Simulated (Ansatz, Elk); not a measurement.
**How far do independent atoms describe InW?**

The structure of InW used here is made up (a known structure type with other elements) and was relaxed beforehand with r2SCAN. The aim is the Fourier transform of its all-electron density, F(hkl), set beside the sum over free spherical atoms that refinements use.

Program: Elk 11.2.3 (patched build). Level of theory: DFT, PBE, all-electron APW+lo, Dirac cores, scalar-relativistic bands, static density, no spin. Results are calculated unless marked as measured.

The structure was built from a prototype and need not be the compound's stable phase.

**1. The structure**

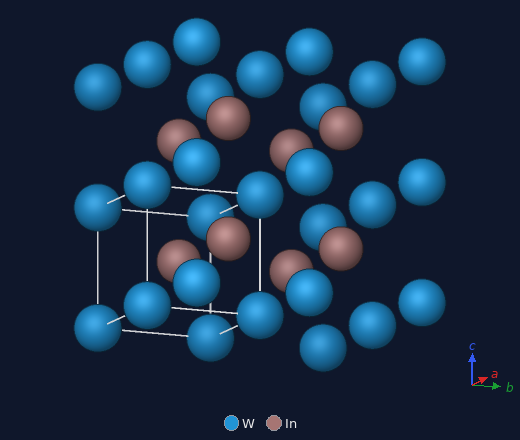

The cell as given, from a free direction (tungsten blue, indium brown). 2×2×2 cells are drawn. Some periodic images of atoms are drawn too.

**2. Ground state and structure factors**

An all-electron density is needed, since X-rays see the cores too. Task 0 finds the density and task 195 Fourier-transforms it; tshift is off so that phases refer to the origin typed.

elk.in reads:

```
tasks
  0
  195

xctype
  20

spinpol
  .false.

rgkmax
  7.0

gmaxvr
  14.0

lmaxo
  7

lmaxapw
  8

swidth
  0.002

tshift
  .false.

ramdisk
  .false.

hmaxvr
  5.5

maxscl
  120

epspot
  1e-06

sppath
  './'

avec
  6.21914003871 -0.00000000000 -0.00000000000
  -0.00000000000 6.21914003871 0.00000000000
  -0.00000000000 0.00000000000 6.21914003871

atoms
  2
  'W.in'
  1
  -0.0000000000 0.0000000000 -0.0000000000   0.000000 0.000000 0.000000
  'In.in'
  1
  0.5000000000 0.5000000000 0.5000000000   0.000000 0.000000 0.000000

ngridk
  7 7 7
```

Command:

```
> OMP_NUM_THREADS=4 elk
```

Numbers of over 12 decimals in the logs are rounded to 6 here.

Output:

```text
┌─────────────────────────┐
│ Elk code version 11.2.3 │
└─────────────────────────┘

All units are atomic (Hartree, Bohr, etc.)

┌─────────────────────────────────────────────────┐
│ Ground-state run starting from atomic densities │
└─────────────────────────────────────────────────┘

Lattice vectors :
   6.219140039      -0.000000000      -0.000000000
  -0.000000000       6.219140039       0.000000000
  -0.000000000       0.000000000       6.219140039

Reciprocal lattice vectors :
   1.010298091       0.000000000       0.000000000
   0.000000000       1.010298091       0.000000000
   0.000000000       0.000000000       1.010298091

Unit cell volume      :    240.5420502
Brillouin zone volume :    1.031213516

Muffin-tin inner radius fraction :   0.1000000000E-01

Nuclei treated as point charges

Species : 1 (W)
 parameters loaded from : W.in
 name : tungsten
 nuclear charge    :   -74.00000000
 electronic charge :    74.00000000
 atomic mass :    335119.8193
 muffin-tin radius :    2.766780211
 number of radial points in muffin-tin :   1393
 inner part over the whole radius :   0.9937815088E-02
 number on inner part of muffin-tin    :    999
 approximate nuclear radius :   0.1010025921E-03
 number of mesh points to nuclear radius :    520
 atomic positions (lattice), magnetic fields (Cartesian) :
  1 :   0.00000000  0.00000000  0.00000000    0.00000000  0.00000000  0.00000000

Species : 2 (In)
 parameters loaded from : In.in
 name : indium
 nuclear charge    :   -49.00000000
 electronic charge :    49.00000000
 atomic mass :    209300.4102
 muffin-tin radius :    2.569153053
 number of radial points in muffin-tin :   1193
 inner part over the whole radius :   0.9977358143E-02
 number on inner part of muffin-tin    :    850
 approximate nuclear radius :   0.8768807633E-04
 number of mesh points to nuclear radius :    427
 atomic positions (lattice), magnetic fields (Cartesian) :
  1 :   0.50000000  0.50000000  0.50000000    0.00000000  0.00000000  0.00000000

Total number of atoms per unit cell :    2
Total muffin-tin volume :    159.7509091
 ratio of muffin-tin to unit cell volume :   0.6641288247

Spin treatment :
 spin-unpolarised

Number of Bravais lattice symmetries :   48
Number of crystal symmetries         :   48
Crystal has inversion symmetry
Real symmetric eigensolver will be used

k-point grid :      7     7     7
k-point offset :    0.000000000       0.000000000       0.000000000
k-point set is reduced with full crystal symmetry group
Total number of k-points :       20

Muffin-tin radius times maximum |G+k| :    7.000000000
 using average radius
Maximum |G+k| for APW functions       :    2.623720971
Maximum (1/2)|G+k|²                   :    3.441955866
Maximum |G| for potential and density :    14.00000000
Constant for pseudocharge density :   10
 order of it for each species :   17  17
 order of it for pair densities of each species (exact exchange by exxq0 0: 18) :   10   9
Radial integration step length :    1

G-vector grid sizes :     28    28    28
Number of G-vectors :    11075

Maximum angular momentum used for
 APW functions            :    8
 outer part of muffin-tin :    7
 inner part of muffin-tin :    2

Total nuclear charge    :   -123.0000000
Total core charge       :    76.00000000
Total valence charge    :    47.00000000
Total excess charge     :    0.000000000
Total electronic charge :    123.0000000

Effective Wigner radius, rₛ :   0.7757690145

Number of empty states         :      8
Total number of valence states :     32
Total number of core states    :     76

Third-order local-orbitals added for an l without core states : T
Total number of local-orbitals :     56

Exchange-correlation functional :     20     0     0
 Perdew-Burke-Ernzerhof, Phys. Rev. Lett. 77, 3865 (1996)
 gradient requirement :    1
 generalised gradient approximation (GGA)

Smearing type :    3
 Fermi-Dirac
Smearing width :   0.2000000000E-02
Effective electronic temperature (K) :    631.5500496

Mixing type :    3
[...]
xc potential                :     -636.17607505565
 exchange                    :     -477.98955844943
 correlation                 :     -7.165658
 electron entropic           :    -0.71759546922707E-03
 total energy                :     -22049.961349256

Density of states at Fermi energy :    52.10972834
 (states/Hartree/unit cell)

Estimated indirect band gap :   0.8261552402E-02
 from k-point 8 to k-point 15
Estimated direct band gap   :   0.2468349513E-01
 at k-point 5

Charges :
 core                        :    76.00000000
 valence                     :    47.00000000
 interstitial                :    2.755904294
 muffin-tins (core leakage)
  species : 1 (W)
   atom 1                    :    72.67135684     ( -0.2036504441E-06)
  species : 2 (In)
   atom 1                    :    47.57273886     (  0.1671552260E-03)
 total in muffin-tins        :    120.2440957
 total calculated charge     :    122.9993268
 total charge                :    123.0000000
 error                       :   0.6732279094E-03

RMS change in Kohn-Sham potential (target) :   0.1112370846     (  0.1000000000E-05)
Absolute change in total energy (target)   :   0.1629358580     (  0.1000000000E-03)

[... loops 3 to 14 left out ...]

┌──────────────────┐
│ Loop number : 15 │
└──────────────────┘

Energies :
 Fermi                       :     0.373322
 sum of occupied eigenvalues :     -13433.413095685
 electron kinetic            :      24395.059351940
 core electron kinetic       :      23544.492807722
 Coulomb                     :     -45958.888547868
 Coulomb potential           :     -37193.840987982
 nuclear-nuclear             :     -2264.3831563122
 electron-nuclear            :     -50253.727074845
 Hartree                     :      6559.2216832893
 Madelung                    :     -27361.968053877
 xc potential                :     -634.63145964236
 exchange                    :     -478.31413664735
 correlation                 :     -7.166499
 electron entropic           :    -0.76212539567488E-03
 total energy                :     -22049.310593981

Density of states at Fermi energy :    55.24076785
 (states/Hartree/unit cell)

Estimated indirect band gap :   0.7965618325E-02
 from k-point 17 to k-point 15
Estimated direct band gap   :   0.2264738510E-01
 at k-point 5

Charges :
 core                        :    76.00000000
 valence                     :    47.00000000
 interstitial                :    2.629906905
 muffin-tins (core leakage)
  species : 1 (W)
   atom 1                    :    72.75152970     ( -0.2090390439E-06)
  species : 2 (In)
   atom 1                    :    47.61856339     (  0.1575209480E-03)
 total in muffin-tins        :    120.3700931
 total calculated charge     :    122.9993817
 total charge                :    123.0000000
 error                       :   0.6182792926E-03

RMS change in Kohn-Sham potential (target) :   0.9449070527E-07 (  0.1000000000E-05)
Absolute change in total energy (target)   :   0.3056539208E-04 (  0.1000000000E-03)

Convergence targets achieved

┌──────────────────┐
│ Loop number : 16 │
└──────────────────┘

Energies :
 Fermi                       :     0.373322
 sum of occupied eigenvalues :     -13433.413100374
 electron kinetic            :      24395.059348247
 core electron kinetic       :      23544.492805581
 Coulomb                     :     -45958.888548435
 Coulomb potential           :     -37193.840987203
 nuclear-nuclear             :     -2264.3831563122
 electron-nuclear            :     -50253.727077235
 Hartree                     :      6559.2216851124
 Madelung                    :     -27361.968054833
 xc potential                :     -634.63146141750
 exchange                    :     -478.31413667970
 correlation                 :     -7.166499
 electron entropic           :    -0.76212539700843E-03
 total energy                :     -22049.310598269

Density of states at Fermi energy :    55.24077034
 (states/Hartree/unit cell)

Estimated indirect band gap :   0.7965614821E-02
 from k-point 17 to k-point 15
Estimated direct band gap   :   0.2264738361E-01
 at k-point 5

Charges :
 core                        :    76.00000000
 valence                     :    47.00000000
 interstitial                :    2.629906746
 muffin-tins (core leakage)
  species : 1 (W)
   atom 1                    :    72.75152973     ( -0.2090375730E-06)
  species : 2 (In)
   atom 1                    :    47.61856353     (  0.1575209502E-03)
 total in muffin-tins        :    120.3700933
 total calculated charge     :    122.9993817
 total charge                :    123.0000000
 error                       :   0.6182792806E-03

┌──────────────────────────────┐
│ Self-consistent loop stopped │
└──────────────────────────────┘

Warning : core states of species 2 leak from the muffin-tin :   0.1575209502E-03

Wrote STATE.OUT
```

Run time: 10 s. Hardware: 4 threads of Arm Neoverse V2, shared host; peak memory 0.16 GiB; 27 s of CPU time.

SFACRHO.OUT:

```text

h k l indices transformed by vhmat matrix:
   1.000000000       0.000000000       0.000000000    
   0.000000000       1.000000000       0.000000000    
   0.000000000       0.000000000       1.000000000    

      h      k      l  multipl.   |H|            Re(F)            Im(F)           |F|

      0      0      0      1   0.0000000       123.00000      0.89506020E-18   123.00000    
     -1      0      0      6   1.0102981       23.548966     -0.23484676E-13   23.548966    
      0     -1      1     12   1.4287773       99.867585      0.60259146E-14   99.867585    
     -1     -1      1      8   1.7498876       21.892581     -0.20407689E-13   21.892581    
     -2      0      0      6   2.0205962       89.043876      0.38388097E-13   89.043876    
      1      0      2     24   2.2590952       20.869691      0.68830392E-13   20.869691    
      1      1      2     24   2.4747148       81.373537     -0.69261505E-13   81.373537    
      0     -2      2     12   2.8575545       75.483577      0.88016589E-14   75.483577    
     -1     -2      2     24   3.0308943       18.927663     -0.39290052E-13   18.927663    
      0     -3      0      6   3.0308943       18.973265     -0.98694699E-14   18.973265    
     -3      0      1     24   3.1948431       70.800603      0.63563946E-14   70.800603    
     -3     -1     -1     24   3.3507797       18.099203     -0.60476247E-13   18.099203    
      2     -2      2      8   3.4997752       66.910995     -0.60233685E-14   66.910995    
      2      3      0     24   3.6426816       17.294957      0.14680107E-13   17.294957    
     -1      2      3     48   3.7801893       63.698913     -0.53006742E-13   63.698913    
      0      4      0      6   4.0411924       60.976449     -0.50805198E-13   60.976449    
     -2      2      3     24   4.1655657       15.814331      0.47045003E-13   15.814331    
      4      0      1     24   4.1655657       15.827535      0.52456655E-13   15.827535
```

Elk indexes on the primitive cell of elk.in and gives |H| = 4π sin θ/λ in inverse bohr. Below, one row stands for each form hkl of the conventional cell (m members, Friedel mates merged), F is for one primitive cell and the density is static (no thermal factor). Free-atom factors are Waasmaier and Kirfel's, and R is Σm||F|−|F'||/Σm|F|.

```tsv
hkl	m	sin θ/λ (Å⁻¹)	abs F, DFT	neutral atoms	diff.
100	6	0.152	23.549	23.515	+0.034
110	12	0.215	99.868	100.209	-0.341
111	8	0.263	21.893	22.035	-0.143
200	6	0.304	89.044	89.174	-0.131
210	24	0.340	20.870	20.916	-0.047
211	24	0.372	81.374	81.395	-0.021
220	12	0.430	75.484	75.458	+0.025
221	24	0.456	18.928	19.006	-0.078
300	6	0.456	18.973	19.006	-0.032
310	24	0.480	70.801	70.756	+0.044
311	24	0.504	18.099	18.179	-0.080
222	8	0.526	66.911	66.927	-0.016
320	24	0.548	17.295	17.400	-0.105
321	48	0.569	63.699	63.730	-0.032
```

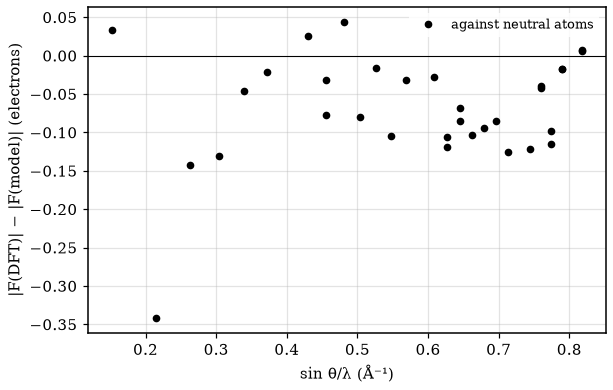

Difference between the calculated structure factors and the independent-atom ones.

**3. The highest occupied states alone**

An energy window below the Fermi level keeps the highest occupied states, to see at which angles they scatter; shallow core shells can lie inside it and anion s states outside. No new self-consistency is needed.

Edit elk.in of step 2 so:

```diff
@@ -1,3 +1,2 @@
 tasks
-  0
   195
@@ -40,2 +39,5 @@
 
+wsfac
+  0.005830 0.673320
+
 sppath
```

Command:

```
> OMP_NUM_THREADS=4 elk
```

Output:

```text
┌─────────────────────────────────┐
│ Elk code version 11.2.3 started │
└─────────────────────────────────┘

Info(readinput): the functional depends on the density's gradient
 muffin-tin radial points multiplied by    2.00000
 (not where nrmtscf is given)

┌────────────────────┐
│ Current task : 195 │
└────────────────────┘
Info(checkmt): changed muffin-tin radius of species 1 (W) from   2.8000 to   2.7668
Info(checkmt): changed muffin-tin radius of species 2 (In) from   2.6000 to   2.5692

Info(sfacrho): density structure factors written to SFACRHO.OUT

 Energy window :   0.5830000000E-02  0.6733200000

┌──────────────────┐
│ Elk code stopped │
└──────────────────┘
```

It took 3.3 s on 4 threads; peak memory 0.17 GiB; 5.4 s of CPU time.

States within 10 eV below the Fermi level hold 8.96 electrons; any levels below the window count with the cores. Their amplitudes can exceed the total, where window and core parts have opposite phase:

```tsv
hkl	sin θ/λ (Å⁻¹)	abs F, window	abs F, all
100	0.152	1.385	23.549
110	0.215	0.694	99.868
111	0.263	0.230	21.893
200	0.304	0.131	89.044
210	0.340	0.020	20.870
211	0.372	0.041	81.374
220	0.430	0.026	75.484
221	0.456	0.161	18.928
300	0.456	0.115	18.973
310	0.480	0.042	70.801
```

**4. Another functional**

The difference from free atoms is small, so it is set against the change that LDA (Perdew-Wang) makes.

Edit elk.in of step 3 so:

```diff
@@ -1,2 +1,3 @@
 tasks
+  0
   195
@@ -4,3 +5,3 @@
 xctype
-  20
+  3
 
@@ -39,5 +40,2 @@
 
-wsfac
-  0.005830 0.673320
-
 sppath
```

Command:

```
> OMP_NUM_THREADS=4 elk
```

Output:

```text
┌─────────────────────────┐
│ Elk code version 11.2.3 │
└─────────────────────────┘

All units are atomic (Hartree, Bohr, etc.)

┌─────────────────────────────────────────────────┐
│ Ground-state run starting from atomic densities │
└─────────────────────────────────────────────────┘

Lattice vectors :
   6.219140039      -0.000000000      -0.000000000
  -0.000000000       6.219140039       0.000000000
  -0.000000000       0.000000000       6.219140039

Reciprocal lattice vectors :
   1.010298091       0.000000000       0.000000000
[...]
interstitial                :    2.594961836
 muffin-tins (core leakage)
  species : 1 (W)
   atom 1                    :    72.76342709     ( -0.4955198570E-05)
  species : 2 (In)
   atom 1                    :    47.64161107     (  0.1560953689E-03)
 total in muffin-tins        :    120.4050382
 total calculated charge     :    122.9993702
 total charge                :    123.0000000
 error                       :   0.6298004693E-03

┌──────────────────────────────┐
│ Self-consistent loop stopped │
└──────────────────────────────┘

Warning : core states of species 2 leak from the muffin-tin :   0.1560953689E-03

Wrote STATE.OUT
[key lines of the parts left out:]
total energy                :     -22034.738366836
```

Run time: 5.7 s. Hardware: 4 threads; peak memory 0.17 GiB.

Against the first run R = 0.02 %; the largest change is -0.039 at 200.

**5. Basis size**

A smaller basis shows how fast F responds to it; the change is likely larger than the basis error of the first run, but doesn't show convergence.

Edit elk.in of step 4 so:

```diff
@@ -5,3 +5,3 @@
 xctype
-  3
+  20
 
@@ -11,3 +11,3 @@
 rgkmax
-  7.0
+  5.5
```

Command:

```
> OMP_NUM_THREADS=4 elk
```

Output:

```text
┌─────────────────────────┐
│ Elk code version 11.2.3 │
└─────────────────────────┘

All units are atomic (Hartree, Bohr, etc.)

┌─────────────────────────────────────────────────┐
│ Ground-state run starting from atomic densities │
└─────────────────────────────────────────────────┘

Lattice vectors :
   6.219140039      -0.000000000      -0.000000000
  -0.000000000       6.219140039       0.000000000
  -0.000000000       0.000000000       6.219140039

Reciprocal lattice vectors :
   1.010298091       0.000000000       0.000000000
[...]
interstitial                :    2.734011929
 muffin-tins (core leakage)
  species : 1 (W)
   atom 1                    :    72.68641480     ( -0.2090361377E-06)
  species : 2 (In)
   atom 1                    :    47.57957327     (  0.1588536347E-03)
 total in muffin-tins        :    120.2659881
 total calculated charge     :    122.9990938
 total charge                :    123.0000000
 error                       :   0.9062200434E-03

┌──────────────────────────────┐
│ Self-consistent loop stopped │
└──────────────────────────────┘

Warning : core states of species 2 leak from the muffin-tin :   0.1588536347E-03

Wrote STATE.OUT
[key lines of the parts left out:]
total energy                :     -22049.213014954
```

Run time: 9.6 s. Hardware: 4 threads; peak memory 0.17 GiB.

Against the first run R = 0.02 %; the largest change is +0.086 at 200.

**6. Basis size**

The basis and the expansions that go with it are enlarged, to see whether the differences are converged.

Edit elk.in of step 5 so:

```diff
@@ -11,12 +11,12 @@
 rgkmax
-  5.5
+  8.5
 
 gmaxvr
-  14.0
+  18.0
 
 lmaxo
-  7
+  9
 
 lmaxapw
-  8
+  10
```

Command:

```
> OMP_NUM_THREADS=4 elk
```

Output:

```text
┌─────────────────────────┐
│ Elk code version 11.2.3 │
└─────────────────────────┘

All units are atomic (Hartree, Bohr, etc.)

┌─────────────────────────────────────────────────┐
│ Ground-state run starting from atomic densities │
└─────────────────────────────────────────────────┘

Lattice vectors :
   6.219140039      -0.000000000      -0.000000000
  -0.000000000       6.219140039       0.000000000
  -0.000000000       0.000000000       6.219140039

Reciprocal lattice vectors :
   1.010298091       0.000000000       0.000000000
[...]
interstitial                :    2.611927179
 muffin-tins (core leakage)
  species : 1 (W)
   atom 1                    :    72.76176485     ( -0.2090437121E-06)
  species : 2 (In)
   atom 1                    :    47.62630797     (  0.1573652904E-03)
 total in muffin-tins        :    120.3880728
 total calculated charge     :    122.9997860
 total charge                :    123.0000000
 error                       :   0.2140168462E-03

┌──────────────────────────────┐
│ Self-consistent loop stopped │
└──────────────────────────────┘

Warning : core states of species 2 leak from the muffin-tin :   0.1573652904E-03

Wrote STATE.OUT
[key lines of the parts left out:]
total energy                :     -22049.325666669
```

It took 20 s on 4 threads; peak memory 0.2 GiB; 51 s of CPU time.

Against the first run R = 0.00 %; the largest change is -0.009 at 211.

**7. Settings against the effect**

```tsv
run	R against the first run (%)	R against neutral atoms, low angle (%)	wall time
PBE, rgkmax 7	0.00	0.36	10 s
LDA (Perdew-Wang)	0.02	0.35	5.7 s
rgkmax 5.5	0.02	0.38	9.6 s
rgkmax 8.5 with larger expansions	0.00	0.36	20 s
```

**8. Outcome**

| Quantity | Value |
| --- | --- |
| R against neutral atoms, sin θ/λ < 0.3 Å⁻¹ | 0.36 % |
| R against neutral atoms, 0.3 to 0.82 Å⁻¹ | 0.19 % |

In words: Independent neutral atoms miss the calculated amplitudes by R = 0.36 % below 0.3 Å⁻¹ and 0.19 % from there to 0.82 Å⁻¹; by shells, 0.36 % 0.15 to 0.3 (3 forms), 0.07 % 0.3 to 0.45 (4 forms), 0.21 % above 0.45 (25 forms). Bonding, aspherical density and the tables' own atoms all enter these figures, and the runs don't part them. The largest change of an amplitude is -0.34 electrons, at 110. The window's part falls from 9.0 electrons at the origin to at most 0.16 between 0.45 and 0.82 Å⁻¹. Below 0.3 Å⁻¹ the changes that finished (LDA (Perdew-Wang), rgkmax 5.5 and rgkmax 8.5 with larger expansions) move F by R = 0.03 % at most, against the 0.36 % that separates it from free atoms. The k-mesh has no finished test. These runs have no spin, though d or f shells may be open. Spin-orbit coupling is left out, which can matter for elements this heavy. Part of the difference isn't bonding: the tables are fits to free atoms and ions calculated by other methods than this functional. Thermal motion, anomalous dispersion and extinction are left out.

[Logs are printed without paths, hosts, clocks, repeated set-up lines and the standing remarks that a program may print on its own settings, such as how far it seeks lower states.]

[Hosts, paths, dates, database ids (printed as entryN), source tags and the programs' standing remarks are cut or masked in the printed files.]
